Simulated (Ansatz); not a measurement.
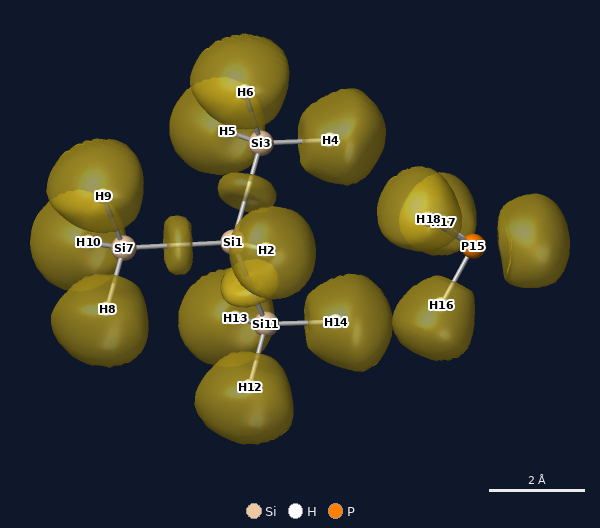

Figure 1: H₁₀Si₄···PH₃. Isosurface of the electron localisation function at 0.9 (yellow), seen across its widest extent. Only the valence region is drawn (cores and ρ < 0.01 e/Å³ removed).

Computed with RKS B3LYP/6-31G* in Ansatz.

```yaml
atoms:
  - { symbol: Si, position_ang: [-0.1889, 0.2221, -0.3721] }
  - { symbol: H, position_ang: [-0.2013, -0.0336, 1.1014] }
  - { symbol: Si, position_ang: [2.0599, 0.3936, -1.0575] }
  - { symbol: H, position_ang: [2.7810, -0.8914, -0.8334] }
  - { symbol: H, position_ang: [2.1341, 0.7222, -2.5089] }
  - { symbol: H, position_ang: [2.7628, 1.4652, -0.2985] }
  - { symbol: Si, position_ang: [-1.3483, 2.2361, -0.7668] }
  - { symbol: H, position_ang: [-2.7450, 2.1515, -0.2566] }
  - { symbol: H, position_ang: [-0.6704, 3.3786, -0.0931] }
  - { symbol: H, position_ang: [-1.4019, 2.5222, -2.2276] }
  - { symbol: Si, position_ang: [-1.2586, -1.5902, -1.4346] }
  - { symbol: H, position_ang: [-2.6707, -1.7127, -0.9784] }
  - { symbol: H, position_ang: [-1.2600, -1.3982, -2.9115] }
  - { symbol: H, position_ang: [-0.5550, -2.8680, -1.1316] }
  - { symbol: P, position_ang: [1.7926, -3.7447, 2.3984] }
  - { symbol: H, position_ang: [0.3908, -3.7515, 2.1470] }
  - { symbol: H, position_ang: [2.1140, -3.3351, 1.0731] }
  - { symbol: H, position_ang: [1.7817, -2.4112, 2.8982] }
```

### Describe the localisation domains.

The surface consists of three regions between bonded Si–Si atoms (shared pairs), 13 regions around hydrogen nuclei and one lobe on P, pointing away from the bonds (lone pairs). Along the contacts the grid gives the following. Si–Si (2.36 Å): the ELF peaks at about 1 between the atoms: localised, covalent bonding. P–H (1.42 Å): the ELF climbs to about 1 towards the hydrogen, as it does in any bond to H.
